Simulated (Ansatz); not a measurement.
BaTiO3 (Pm-3m): refractive index against wavelength

The refractive index of BaTiO3 (Pm-3m) below the direct gap (1.91 eV on the mesh) is read from one computed spectrum, n = √(Re ε).

Symmetry: Pm-3m, No. 221, cubic system. Conventional cell: a = 4.006 Å, b = 4.006 Å, c = 4.006 Å, α = 90.00°, β = 90.00°, γ = 90.00°. Ba on site b is surrounded by 12 O at 2.83 Å. Ti on site a has 6 O at 2.00 Å as nearest neighbours. O on site d is surrounded by 2 Ti at 2.00 Å.

Method: Ansatz 0.2.0, PBE, independent particles, k-mesh 8×8×8 with interpolation inside its cells, Gaussian parameter 0.15 eV.

Launch of the response step: `ansatz run input.yaml --threads 4 --pin off --max-ram 8192MiB --backend cpu --events-out ev --progress --plain --runs-dir out`. The run took 9 s, on 4 threads of Intel(R) Xeon(R) Platinum 8488C (Sapphire Rapids), on a shared host.

```tsv
wavelength (nm)	photon energy E (eV)	n
3000	0.413	2.6242
2000	0.620	2.6363
1550	0.800	2.6515
1310	0.946	2.6676
1064	1.165	?
```

In the single-oscillator model n² − 1 = E₀E_d/(E₀² − E²), so 1/(n² − 1) = E₀/E_d − E²/(E₀E_d) is linear in E².

Working, on the rows shown:

| x = E² (eV²) | y = 1/(n² − 1) |
| --- | --- |
| 0.170801 | 0.169882 |
| 0.384302 | 0.168065 |
| 0.639837 | 0.165825 |
| 0.895757 | 0.163503 |

Means: x̄ = 0.52267, ȳ = 0.16682. Σ(x − x̄)(y − ȳ) = -0.002604, Σ(x − x̄)² = 0.2959. Slope = -0.002604 / 0.2959 = -0.0088; intercept = ȳ − slope · x̄ = 0.17142. Turned back into n, the line misses the rows shown by at most 0.00026.

Q: Predict the last column of the withheld row from the fit.

A: At x = 1.3578 the line gives y = 0.15947, that is 2.6964. The run gave 2.6991, so the extrapolation is off by 0.0027, 4 % of the range in the table.

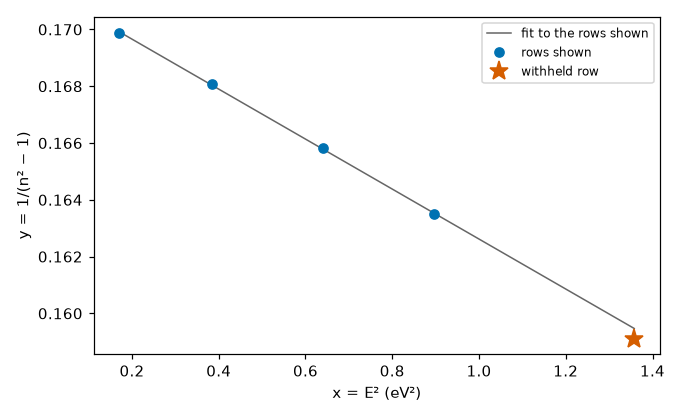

Refitted with all rows, the slope is -0.009085 and the intercept 0.17154. These give E₀ = √(intercept/−slope) = 4.35 eV and E_d = E₀/intercept = 25.3 eV; E₀ is 2.3 times the direct gap. The electronic limit at long wavelengths, without lattice vibrations, is n = √(1 + 1/intercept) = 2.613. Excitons are left out and so are local fields; PBE gaps are as a rule too small. Spin-orbit coupling is left out.

[Logs are printed without paths, hosts, clocks, repeated set-up lines and the standing remarks that a program may print on its own settings, such as how far it seeks lower states.]
